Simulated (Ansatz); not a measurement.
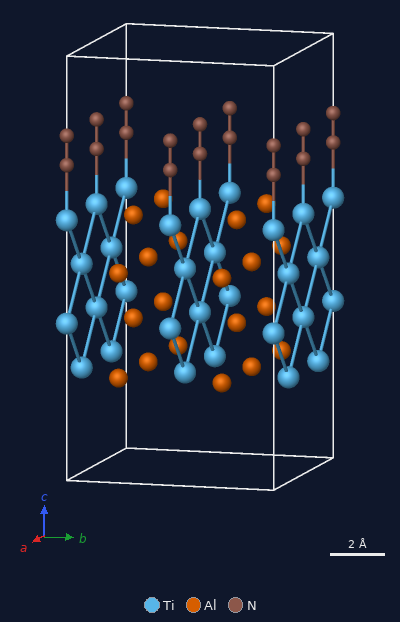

The structure (ball-and-stick view of the 2 × 2 repeat of the cell, with the vacuum cut short, seen slightly off an axis).

## Single-point calculation of Ti$_{2}$Al$_{2}$N

- system: Ti$_{2}$Al$_{2}$N (slab, 10 atoms in the cell)
- method: DFT, PBEsol, plane waves, PAW (Ansatz 0.2.0)

The structure derives from an entry of the Crystallography Open Database.

The input:
```yaml
crystal:
  lattice:
    - [3.952951199, 0.0, 0.0]
    - [0.0, 4.038740475, 0.0]
    - [0.0, 0.0, 26.0294267985]
  atoms:
    - { symbol: Ti, position: [0.5, 0.0, 0.3265534837] }
    - { symbol: Al, position: [0.0, 0.5, 0.3265534837] }
    - { symbol: Ti, position: [0.0, 0.0, 0.4024858357] }
    - { symbol: Al, position: [0.5, 0.5, 0.4024858357] }
    - { symbol: Ti, position: [0.5, 0.0, 0.4778674818] }
    - { symbol: Al, position: [0.0, 0.5, 0.4794769974] }
    - { symbol: Ti, position: [0.0, 0.0, 0.5530786933] }
    - { symbol: Al, position: [0.5, 0.5, 0.5526325172] }
    - { symbol: "N", position: [0.0, 0.0, 0.6336125735] }
    - { symbol: "N", position: [0.0, 0.0, 0.6765757671] }
basis:
  ecutwfc: 420
kpoints:
  mp_grid: { grid: [7, 7, 1] }
hamiltonian:
  xc: pbesol
scf:
  occupations: { method: gaussian, width: 0.1 }
  max_iter: [1, 2]
output:
  forces: true
  eigenvalues: true
efield:
  axis: 3
  dipole_correction: true
  ramp_width: 0.04
```

Command:
```bash
ansatz run input.yaml --threads 1 --pin off --max-ram 2560MiB --backend cpu --events-out ev --progress --plain --runs-dir out
```

What the program printed:
```
Error: YAML parse error: error: line 25 column 13: expected string scalar
  --> <input>:25:13
   |
23 | scf:
24 |   occupations: { method: gaussian, width: 0.1 }
25 |   max_iter: [1, 2]
   |             ^ expected string scalar
26 | output:
27 |   forces: true
   |
```

What the run reported:

- outcome: refused by the program
- hardware: 1 thread of Intel Xeon (Sapphire Rapids), 32 GiB of memory available, shared host

A setting was made wrong on purpose: a value of the wrong type. The program refused the input: “YAML parse error: error: line 25 column 13: expected string scalar --> <input>:25:13 | 23 | scf: 24 | occupations: { method: gaussian, width: 0.1 } 25 | max_iter: [1, 2] | ^ expected string scalar 26 | output: 27 | forces: true |”
